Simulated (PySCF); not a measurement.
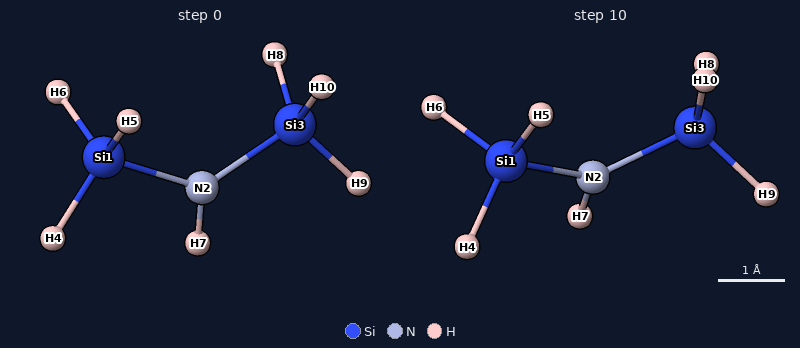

The structure of Si2NH7 before (left) and after (right) a relaxation, at one scale.

The picture is a ball-and-stick view, seen at a tilt.

The start comes from GFN2-xTB. Its atoms were then displaced at random by about 0.01 Å.

Level of theory: PySCF 2.14.0, density-fitted response routines, PBE0-D3(BJ)/def2-SVP geometry optimisation, gas phase. 

### What changed between the two?

Over 10 geometry steps the energy falls by 18.5 kJ/mol. The largest move after the best rigid fit is that of H7, 0.74 Å. Largest moves by element: H 0.74 Å, N 0.35 Å, Si 0.08 Å. Among the contacts that change: Si3–H9 1.431 → 1.496 Å, Si1–H6 1.443 → 1.498 Å, Si3–H8 1.450 → 1.498 Å, Si1–H5 1.467 → 1.492 Å. Bond angles that change, for instance: H4–Si1–H6 112.4° → 107.0°, N2–Si1–H4 106.0° → 110.6°, H9–Si3–H10 112.7° → 109.7°. Groups turn about N2–Si3 by about 40°, Si1–N2 by about 35°.
